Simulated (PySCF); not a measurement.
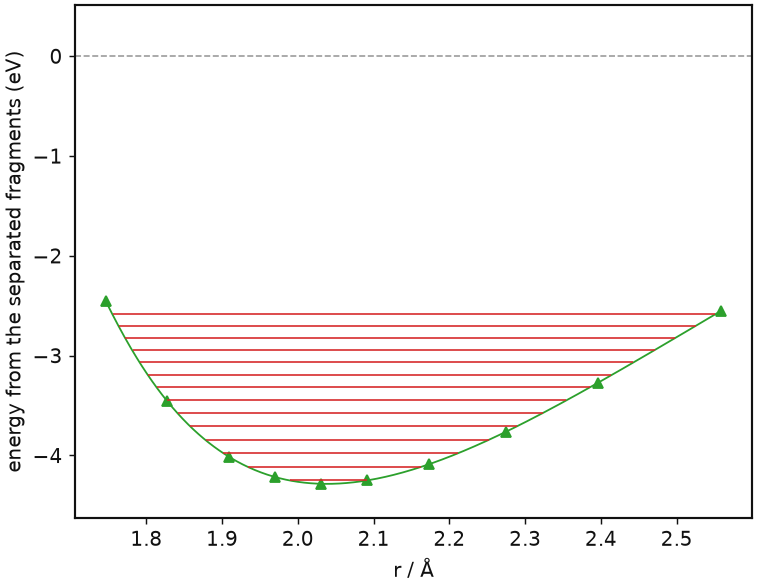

Bond curve of a diatomic species. r2SCAN, Gaussian basis in PySCF 2.14.0, UKS. One reference determinant with the occupation held, the lowest that a PBE0 search over spins and occupations found; no spin-orbit coupling. Zero is the separated fragments in their ground configurations, without counterpoise. 2 further points of the run are not drawn. Horizontal lines: vibrational levels from ωe and ωexe, every 2nd one, starting at v = 0.

**Which species is it?**
A. GeB⁺, triplet
B. CS, singlet
C. SeS, triplet

Option C, SeS, triplet (excess alpha electrons: πx +1, πy +1). A fit to the curve gives re = 2.038 Å, ωe = 562 cm⁻¹, ωexe = 1.6 cm⁻¹, De = 4.28 eV (r2SCAN/def2-TZVPP).

Caveats: lowest determinant of a PBE0 search, another state may lie lower; no scalar relativity; spin-orbit coupling is left out; it can lower the fragment Se more than the molecule, and De with it.
